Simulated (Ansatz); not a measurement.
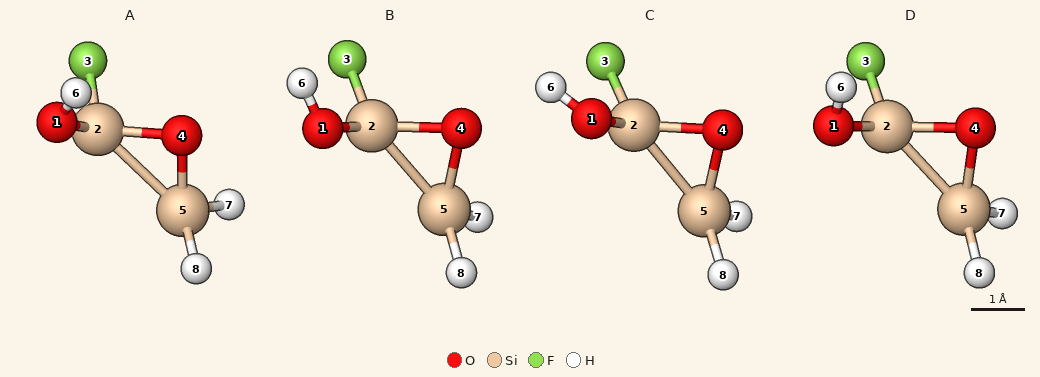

4 geometries from one relaxation of Si₂H₃O₂F (coarse preliminary run), in shuffled order. The picture is a ball-and-stick view, seen from a free direction.

The start comes from a force field.

The calculation used Ansatz, RKS PBE-D4/def2-SVP. Settings: force threshold 0.03 eV/Å; at most 200 steps.

### Put them in the order of the run, from the start to the converged end.

A, D, B, C. They are steps 0, 6, 12, 25, at +22.0 kcal/mol, +1.18 kcal/mol, +0.56 kcal/mol relative to the last. After 20 accepted moves (25 points after the start) the energy has fallen by 22.0 kcal/mol. The largest force component goes from 4.6 to 0.022 eV/Å. The line search rejected the trial steps at points 7, 16, 18, 22, 24 of the run. The atom that moves furthest after the best rigid fit is H6 (0.95 Å). Largest moves by element: H 0.95 Å, O 0.42 Å, Si 0.40 Å, F 0.15 Å. Among the contacts that change: O4–Si5 1.588 → 1.774 Å, O1–Si2 1.584 → 1.656 Å, Si2–F3 1.569 → 1.635 Å, Si2–O4 1.626 → 1.689 Å. Bond angles that change, for instance: Si2–O4–Si5 89.5° → 79.2°, F3–Si2–O4 106.4° → 114.9°, H7–Si5–H8 117.8° → 109.8°. Groups turn about O1–Si2 by about 100°.
